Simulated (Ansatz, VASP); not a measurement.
# Ga (Gallium) in two plane-wave programs

One calculation is typed for both programs; each brings its own data sets and cutoff. How far apart do they land? The cell comes out of the VASP series on this material, whose earlier steps may have relaxed, scaled or displaced it; both programs get it as it stands.

Calculated with Ansatz 0.2.0; plane waves, with VASP 6.6.1 beside it; single point at PBE with D3(BJ).

## Step 1: The structure

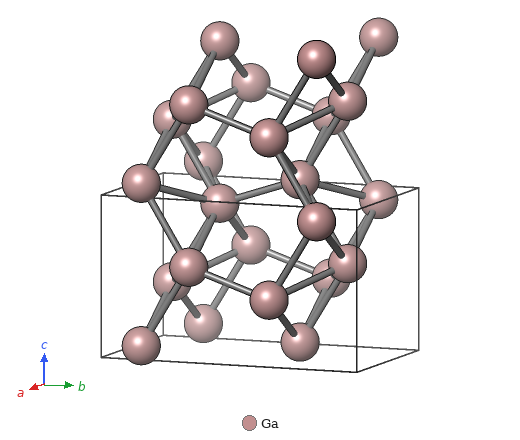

The cell as given, slightly off an axis (gallium pink). 1×1×2 cells are drawn. This picture shows the conventional cell, with its axes. Some periodic images of atoms are drawn too.

## Step 2: VASP: single point, PBE with D3(BJ)

A single point gives forces, pressure and levels at one fixed geometry, so differences don't come from the geometry; what else differs is listed under the comparison.

Lines of VASP's logs that name or quote its potential files are left out, and so is its time.

The input, INCAR:

```
SYSTEM = Ga
PREC = Accurate
ENCUT = 400
EDIFF = 1E-06
NELM = 100
ISMEAR = -5
SIGMA = 0.05
LREAL = .FALSE.
ALGO = Normal
GGA = PE
IVDW = 12
NBANDS = 40
LORBIT = 11
LWAVE = .FALSE.
LCHARG = .FALSE.
KPAR = 2
NEDOS = 2001
```

The input, POSCAR:

```
Ga
1.0
    2.2696236201     -3.7794712162      0.0000000000
    2.2696236201      3.7794712162      0.0000000000
    0.0000000000      0.0000000000      4.4991018950
Ga
4
Direct
    0.3428689750      0.6571310250      0.4130854363
    0.1571310250      0.8428689750      0.9130854363
    0.6571310250      0.3428689750      0.5869145637
    0.8428689750      0.1571310250      0.0869145637
```

The input, KPOINTS:

```
Automatic mesh
0
Gamma
7 7 6
0 0 0
```

Potentials, in the order of the species: Ga_d (PBE family, release 64).

Run with:

```
mpirun -np 2 vasp_std
```

Numbers of over 12 decimals in the logs are rounded to 6 here.

What it wrote:

```text
[banner, memory and clock lines left out]
running    2 mpi-ranks, on    1 nodes
 distrk:  each k-point on    1 cores,    2 groups
 distr:  one band on    1 cores,    1 groups

 POSCAR found type information on POSCAR Ga
 POSCAR found :  1 types and       4 ions
 LDA part: xc-table for (Slater+PW92), standard interpolation
 POSCAR, INCAR and KPOINTS ok, starting setup
 FFT: planning ... GRIDC
 FFT: planning ... GRID_SOFT
 FFT: planning ... GRID
 WAVECAR not read
 entering main loop
       N       E                     dE             d eps       ncg     rms          rms(c)
DAV:   1     0.367455260920E+03    0.36746E+03   -0.20399E+04  5704   0.212E+03
DAV:   2     0.391302578803E+02   -0.32833E+03   -0.31262E+03  5192   0.485E+02
DAV:   3    -0.100932962556E+02   -0.49224E+02   -0.48673E+02  5928   0.134E+02
DAV:   4    -0.116340987358E+02   -0.15408E+01   -0.15388E+01  5912   0.277E+01
DAV:   5    -0.116645098735E+02   -0.30411E-01   -0.30397E-01  6440   0.396E+00    0.255E+00
DAV:   6    -0.115821088367E+02    0.82401E-01   -0.16965E-01  6968   0.512E+00    0.140E+00
DAV:   7    -0.115670396242E+02    0.15069E-01   -0.49480E-02  7840   0.219E+00    0.316E-01
DAV:   8    -0.115659940384E+02    0.10456E-02   -0.12258E-02  5600   0.104E+00    0.471E-02
DAV:   9    -0.115661124159E+02   -0.11838E-03   -0.10286E-03  6000   0.281E-01    0.249E-02
DAV:  10    -0.115660998074E+02    0.12608E-04   -0.17080E-04  5864   0.121E-01    0.568E-03
DAV:  11    -0.115661032092E+02   -0.34017E-05   -0.28320E-05  5992   0.522E-02    0.442E-03
DAV:  12    -0.115661002544E+02    0.29547E-05   -0.83176E-06  5880   0.302E-02    0.553E-04
DAV:  13    -0.115660998026E+02    0.45181E-06   -0.72480E-07  3888   0.603E-03
   1 F= -.12768198E+02 E0= -.12768198E+02  d E =0.000000E+00
|                                                                             |
|           W    W    AA    RRRRR   N    N  II  N    N   GGGG   !!!           |
|           W    W   A  A   R    R  NN   N  II  NN   N  G    G  !!!           |
|           W    W  A    A  R    R  N N  N  II  N N  N  G       !!!           |
|           W WW W  AAAAAA  RRRRR   N  N N  II  N  N N  G  GGG   !            |
|           WW  WW  A    A  R   R   N   NN  II  N   NN  G    G                |
|           W    W  A    A  R    R  N    N  II  N    N   GGGG   !!!           |
|                                                                             |
|     Tetrahedron method does not include variations of the Fermi             |
|     occupations, so forces and stress will be inaccurate. We suggest        |
|     using a different smearing scheme ISMEAR = 1 or 2 for metals in         |
|     relaxations.                                                            |
|                                                                             |
```

OUTCAR, selected parts (step 2):

```text
ion  position               nearest neighbor table
   1  0.343  0.657  0.413-   3 2.50   2 2.65   2 2.65   4 2.70   4 2.70   3 2.78   3 2.78
   2  0.157  0.843  0.913-   4 2.50   1 2.65   1 2.65   3 2.70   3 2.70   4 2.78   4 2.78
   3  0.657  0.343  0.587-   1 2.50   4 2.65   4 2.65   2 2.70   2 2.70   1 2.78   1 2.78
   4  0.843  0.157  0.087-   2 2.50   3 2.65   3 2.65   1 2.70   1 2.70   2 2.78   2 2.78

  LATTYP: Found a base centered orthorhombic cell.
 ALAT       =     4.5392472402
 B/A-ratio  =     1.6652414007
 C/A-ratio  =     0.9911559466

 Subroutine GETGRP returns: Found  8 space group operations
 (whereof  4 operations were pure point group operations)

The static configuration has the point symmetry C_2h.
 The point group associated with its full space group is D_2h.

 Found     64 irreducible k-points:

   k-points           NKPTS =     64   k-points in BZ     NKDIM =     64   number of bands    NBANDS=     40

   dimension x,y,z NGX =    30 NGY =   30 NGZ =   30
   dimension x,y,z NGXF=    60 NGYF=   60 NGZF=   60

   ENCUT  =  400.0 eV  29.40 Ry    5.42 a.u.   7.19  7.19  7.34*2*pi/ulx,y,z

   NELECT =      52.0000    total number of electrons

 k-points in reciprocal lattice and weights: Automatic mesh
   0.00000000  0.00000000  0.00000000       0.003
   0.14285714 -0.00000000  0.00000000       0.014
   0.28571429  0.00000000  0.00000000       0.014
   0.42857143  0.00000000  0.00000000       0.014
   0.14285714  0.14285714  0.00000000       0.007
   0.28571429  0.14285714  0.00000000       0.014
   0.42857143  0.14285714  0.00000000       0.014
  -0.42857143  0.14285714  0.00000000       0.014
  -0.28571429  0.14285714  0.00000000       0.014
[...]
0.42857143  0.42857143  0.50000000       0.007
  -0.42857143  0.42857143  0.50000000       0.007

 average (electrostatic) potential at core
       1 -65.3140       2 -65.3140       3 -65.3140       4 -65.3140

 E-fermi :   5.0676

 k-point     1 :       0.0000    0.0000    0.0000
  band No.  band energies     occupation
    ...
     22       0.9700      2.00000
     23       1.4172      2.00000
     24       3.2671      2.00000
     25       3.3135      2.00000
     26       4.5930      2.00000
     27       5.9935      0.00000
     28       6.2163      0.00000
     29       6.3104      0.00000
     30      10.2231      0.00000
     31      10.6002      0.00000
    ...

 k-point     2 :       0.1429   -0.0000    0.0000
  band No.  band energies     occupation
    ...
     22       0.7317      2.00000
     23       1.4784      2.00000
     24       1.5436      2.00000
     25       4.0424      2.00000
     26       4.6449      2.00521
     27       5.4197      0.00000
     28       7.1815      0.00000
     29       8.1555      0.00000
     30       9.1334      0.00000
     31       9.3123      0.00000
    ...

 k-point     3 :       0.2857    0.0000    0.0000
  band No.  band energies     occupation
    ...
     22      -1.0530      2.00000
     23       1.4873      2.00000
     24       1.7961      2.00000
     25       3.5297      2.00000
     26       3.8997      2.00601
     27       7.2297      0.00000
     28       7.4331      0.00000
     29       7.4744      0.00000
     30       8.8853      0.00000
     31      10.5019      0.00000
    ...

 Edisp (eV)   -1.20210

  Total      -0.84270     0.30419     0.59318     0.00000     0.00000     0.00000
  in kB     -17.49219     6.31407    12.31279     0.00000     0.00000     0.00000
  external pressure =        0.38 kB  Pullay stress =        0.00 kB

  energy-cutoff  :      400.00
  volume of cell :       77.19
      direct lattice vectors                 reciprocal lattice vectors
     2.269623620 -3.779471216  0.000000000     0.220300844 -0.132293639  0.000000000
     2.269623620  3.779471216  0.000000000     0.220300844  0.132293639  0.000000000
     0.000000000  0.000000000  4.499101895     0.000000000  0.000000000  0.222266582

 POSITION                                       TOTAL-FORCE (eV/Angst)
 -----------------------------------------------------------------------------------
      2.26962      1.18774      1.85851         0.000000     -0.134442      0.030275
      2.26962      2.59173      4.10806         0.000000      0.134442      0.030275
      2.26962     -1.18774      2.64059         0.000000      0.134442     -0.030275
      2.26962     -2.59173      0.39104         0.000000     -0.134442     -0.030275
 -----------------------------------------------------------------------------------
    total drift:                               -0.000000     -0.000000      0.000000

  FREE ENERGIE OF THE ION-ELECTRON SYSTEM (eV)
  ---------------------------------------------------
  free  energy   TOTEN  =       -12.7681975196 eV

  energy  without entropy=      -12.7681975196  energy(sigma->0) =      -12.76819752

 total charge
# of ion       s       p       d       tot
------------------------------------------
    1        0.953   0.727   9.958  11.638
    2        0.953   0.727   9.958  11.638
    3        0.953   0.727   9.958  11.638
    4        0.953   0.727   9.958  11.638
--------------------------------------------------
tot          3.812   2.906  39.833  46.551

[... 3 further parts left out ...]
```

The run ends at a pressure of 0.04 GPa, with forces up to 0.14 eV/Å.

## Step 3: Ansatz: single point, PBE with D3(BJ)

Ansatz runs on its default PAW (the set named soft_2) files.

The same cell, functional, mesh and smearing now go to Ansatz, which takes its cutoff from its data sets.

The input, input.yaml:

```yaml
crystal:
  lattice:
    - [2.2696236201, -3.7794712162, 0.0]
    - [2.2696236201, 3.7794712162, 0.0]
    - [0.0, 0.0, 4.499101895]
  atoms:
    - { symbol: Ga, position: [0.342868975, 0.657131025, 0.4130854363] }
    - { symbol: Ga, position: [0.157131025, 0.842868975, 0.9130854363] }
    - { symbol: Ga, position: [0.657131025, 0.342868975, 0.5869145637] }
    - { symbol: Ga, position: [0.842868975, 0.157131025, 0.0869145637] }
hamiltonian:
  xc: pbe
  pseudopotentials: { kind: paw }
  dispersion: d3bj
kpoints:
  mp_grid: { grid: [7, 7, 6] }
scf:
  occupations: { method: tetrahedron }
output:
  forces: true
  stress: true
  write_density: true
  write_potential: true
  elf: true
  volumetric_format: npy
```

Run with:

```
ansatz run input.yaml --threads 2 --pin off --max-ram 4608MiB --backend cpu --events-out ev --progress --plain --runs-dir out
```

What it wrote:

```text
Warning: output.forces, output.stress, relax.cell or npt_langevin: where a Kohn–Sham band that disperses or a degenerate level is filled in part under the method tetrahedron, the forces or the stress that this run publishes need not agree with its energy (scf.occupations.method in the input reference, under Limitations); prefer a smearing scheme for the forces or the stress
Engine: ansatz 0.2.0, aarch64-unknown-linux-gnu
Pseudopotentials: kind: paw
Pseudopotential: Ga, paw, valence charge 13, recommended cutoff 420 eV (normal), Ga.paw.azcp
Functional definition: PBE
  parameter kappa = 0.804
  parameter beta = 0.066725
  exchange = pbe_x(kappa = kappa, mu = beta*pi^2/3)
  correlation = pbe_c(beta = beta)
Crystal: 4 atoms, lattice volume = 77.186 Å³
Basis set: ecut = 420 eV, 1517 PW (Γ), exchange–correlation on 60×60×64 points (8 copies of the dense FFT grid, shifted against one another)
Bands: 32, of which v1, the nominal top of the filled ones, is band 26 counted from 1 (25 counted from 0)
Symmetry: 8 space group operations
Space group: Cmce (ITA 64), of the structure as read, at distance tolerance 4.3e-5 Å
k-points: 64 of 294
Non-local potential: Ga, projectors of the file, l = 0: 2, l = 1: 2, l = 2: 3, l = 3: 1
PAW form: soft (Blöchl's): semilocal exchange-correlation on the pseudo side does not see the compensation charge
PAW one-centre angular grid: Ga, 590 points (default); XC on 64 Gauss nodes
Initial density: superposition of atomic densities (neutral atoms: chi_scale 0, normalization atom), corrected by the library's trained network
Initial wavefunctions: pseudopotential atomic-orbital guess
Functional: x = pbe(κ = 0.804, μ = 0.219515), c = pbe(β = 0.066725)
SCF iter   1: F=—  HF=-15133.236167 eV  |F-HF|=—  |Δ(HF+E_count)|=         —  Δρ=1.70e-3  dr2=2.76e-3  ethr=1.77e-3  ⟨swp⟩=6.2  Hψ=7587  notcnv=0
preconditioner: auto → Kerker (q_TF=auto, 2.554 Å⁻¹)  [metal: no gap  n_scr=20 (ndim 8)  ℏωp=30.5 eV  f_vac=0.004]
SCF iter   2: F=—  HF=-15133.233685 eV  |F-HF|=—  |Δ(HF+E_count)|=   2.48e-3  Δρ=1.14e-3  dr2=1.22e-3  ethr=5.31e-6  ⟨swp⟩=2.0  Hψ=4536  notcnv=0  defer=78
SCF iter   3: F=—  HF=-15133.233508 eV  |F-HF|=—  |Δ(HF+E_count)|=   1.77e-4  Δρ=6.12e-4  dr2=4.29e-4  ethr=2.36e-6  ⟨swp⟩=2.0  Hψ=3940  notcnv=0  defer=78
SCF iter   4: F=—  HF=-15133.233501 eV  |F-HF|=—  |Δ(HF+E_count)|=   7.32e-6  Δρ=2.79e-4  dr2=3.70e-5  ethr=8.25e-7  ⟨swp⟩=3.1  Hψ=3872  notcnv=0  defer=78
SCF iter   5: F=—  HF=-15133.233461 eV  |F-HF|=—  |Δ(HF+E_count)|=   3.98e-5  Δρ=7.28e-5  dr2=3.32e-6  ethr=7.11e-8  ⟨swp⟩=2.0  Hψ=3944  notcnv=0  defer=78
SCF iter   6: F=—  HF=-15133.233457 eV  |F-HF|=—  |Δ(HF+E_count)|=   4.11e-6  Δρ=1.83e-5  dr2=2.27e-7  ethr=6.39e-9  ⟨swp⟩=2.0  Hψ=2660  notcnv=0  defer=78
SCF iter   7: F=-15133.233457 eV  HF=-15133.233457 eV  |F-HF|=1.28e-8  |Δ(HF+E_count)|=   5.63e-7  Δρ=5.21e-6  dr2=2.17e-8  ethr=1.92e-10  ⟨swp⟩=9.2  Hψ=14437  notcnv=0
SCF 1 converged in 7 iterations: F = -15133.233457 eV  dr2 = 2.17e-8
  greatest PAW one-centre occupation: 0.994 electrons in one spin orbital (limit 2), on the Ga atom at site 3 (counted from 0), in its partial waves of l = 2
SCF converged after 7 iterations
Stability not checked: this state was not tested for a lower state beside it, because cold or Methfessel-Paxton smearing, or corrected tetrahedra, fill the levels in a way that the test cannot read (fill_not_monotonic; see scf.lower_state_search)
Free energy (F): -15133.233457 eV
Harris-Foulkes:  -15133.233457 eV  (|F-HF|=1.28e-8)
Internal energy: -15133.233201 eV  (E = F + TS)
E sigma→0 (E₀):  -15133.233457 eV
Entropy (-TS):   -0.000255 eV (-0.064 meV/atom)
Fermi energy:    9.146407 eV
--- Per-component energies (eV) ---
  E_band       = -170.241860
  E_kinetic    = 462.196846
  E_local      = -7556.033638  (includes V_loc(G=0)·N_el)
  E_nonlocal   = 1690.606653
  E_hartree    = 3547.400242
  E_xc         = -277.983024
  E_vxc        = -233.669095  (∫ρ·V_xc dr)
  E_paw        = -7945.474019  (= ΣΔE_a)
  E_vpaw       = -1628.156056  (= ΣTr[D̂ρ^β])
  E_aug_tail   = -0.000447  (compensation charges beyond the density's cutoff)
  E_ewald      = -5052.743374
  E_disp       = -1.202441  (pairwise vdW)
  E_smearing   = -0.000255  (= −TS)
  E_closure    = 0.000000  (closes the sum)
  Σ components = -15133.233457   (vs F -15133.233457, Δ=0.00e0)
--- Forces (eV/Å), atoms counted from 1 ---
  atom   1  Ga     0.00000000    -0.13218646     0.03023078
  atom   2  Ga    -0.00000000     0.13218646     0.03023078
  atom   3  Ga     0.00000000     0.13218646    -0.03023078
  atom   4  Ga     0.00000000    -0.13218646    -0.03023078
  max |Σ_I F_I| component: 2.78e-17 eV/Å
--- Stress (GPa, compression-positive) ---
       -1.390319       0.000000       0.000000
        0.000000       0.853847       0.000000
        0.000000       0.000000       1.506665
  P = ⅓ Tr σ = 0.3234 GPa (3.234 kbar)
--- Band table (eV; the first three rows and the last of 64) ---
  k-point 0: bands = [... 22 lower, 5.4954, 7.3501, 7.3919, 8.6656, 10.0700, 10.2930, 10.3883, 14.3040, ... 2 higher]
  k-point 1: bands = [... 22 lower, 7.3422, 7.5380, 7.6037, 8.8007, 10.0228, 10.3169, 10.8089, 13.0467, ... 2 higher]
  k-point 2: bands = [... 22 lower, 8.1007, 8.2168, 8.8518, 9.1303, 10.0298, 10.0404, 10.6710, 12.7456, ... 2 higher]
  k-point 63: bands = [... 22 lower, 4.1903, 4.1903, 7.9038, 7.9038, 8.1855, 8.1855, 15.6535, 15.6535, ... 2 higher]
```

Elapsed: 4.7 s, on 2 threads of Arm Neoverse V2, shared host; peak memory 0.4 GiB; 8.7 s of CPU time.

The run ends at a pressure of 0.32 GPa, with forces up to 0.14 eV/Å.

## Step 4: Differences

Known differences besides the PAW data sets themselves: the cutoff is 420 eV in Ansatz and 400 eV in VASP; VASP leaves aspherical gradient terms in its spheres out (LASPH is not set), Ansatz keeps them. Total energies have different zeros and are not compared.

Both answers:

```csv
quantity,Ansatz,VASP,difference
pressure (GPa),0.32,0.04,+0.29
```

Forces (eV/Å; atoms numbered as in POSCAR):

```csv
atom,"Ansatz x, y, z","VASP x, y, z"
Ga1,"0.000, -0.132, 0.030","0.000, -0.134, 0.030"
Ga2,"0.000, 0.132, 0.030","0.000, 0.134, 0.030"
Ga3,"0.000, 0.132, -0.030","0.000, 0.134, -0.030"
Ga4,"0.000, -0.132, -0.030","0.000, -0.134, -0.030"
```

The forces differ by 1.3 meV/Å r.m.s., which is 1.6 % of the r.m.s. force of 0.08 eV/Å (both taken over all components).

## Step 5: What came out

```json
{"r.m.s. force difference (single point, PBE with D3(BJ))": "1.3 meV/Å"}
```

**Reading.** The r.m.s. force difference is 1.3 meV/Å (single point, PBE with D3(BJ)), within the 12 meV/Å picked in this series as the mark of a large difference. How closely two codes agree says nothing of how well the functional describes the real material.

[Lines on the potential files, build, host, timing and source positions are cut from VASP's logs without a mark.]

[Logs are printed without paths, hosts, clocks, repeated set-up lines and the standing remarks that a program may print on its own settings, such as how far it seeks lower states.]

[Hosts, paths, dates, database ids (printed as entryN), source tags and the programs' standing remarks are cut or masked in the printed files.]
